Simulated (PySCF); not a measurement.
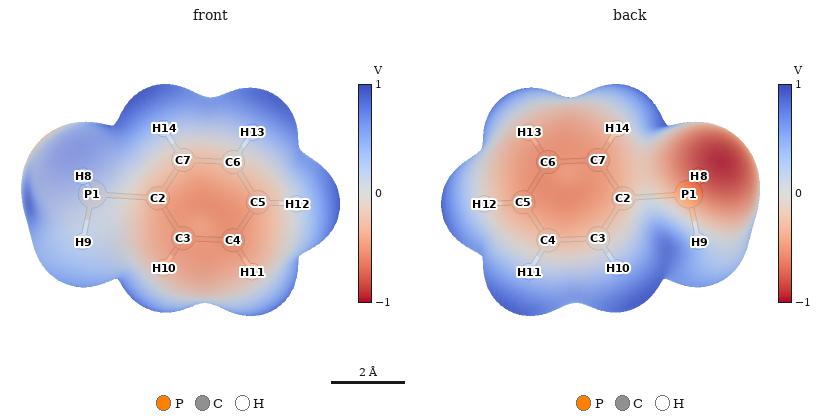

C6H7P (phenylphosphine). The electrostatic potential painted on the density surface at 0.002 e/bohr³, seen from the front and from behind; the colour scale runs from red (negative) to blue (positive).

Geometry: GFN2-xTB.

Level of theory: CAM-B3LYP/def2-SVPD, SCF density, gas phase in PySCF 2.14.0.

```xyz
14

P     2.5948   -0.2165    0.6597
C     0.8173   -0.0758    0.2526
C     0.0683   -1.2130   -0.0304
C    -1.2885   -1.1100   -0.2756
C    -1.9120    0.1257   -0.2281
C    -1.1746    1.2596    0.0700
C     0.1820    1.1599    0.3164
H     2.9926    0.8825   -0.0989
H     2.8980   -1.1115   -0.3642
H     0.5547   -2.1787   -0.0632
H    -1.8613   -1.9969   -0.5049
H    -2.9717    0.2047   -0.4206
H    -1.6579    2.2250    0.1104
H     0.7575    2.0443    0.5547
```

Question: Which sites attract a positive test charge, and which a negative one?

Answer: A positive charge is drawn to the negative regions and a negative charge to the positive ones. The most negative region (about −0.9 V) lies over P1, the most positive (about +0.9 V) over the H atoms.

Question: How polar is the molecule by this calculation?

Answer: Its dipole moment is 0.97 D.
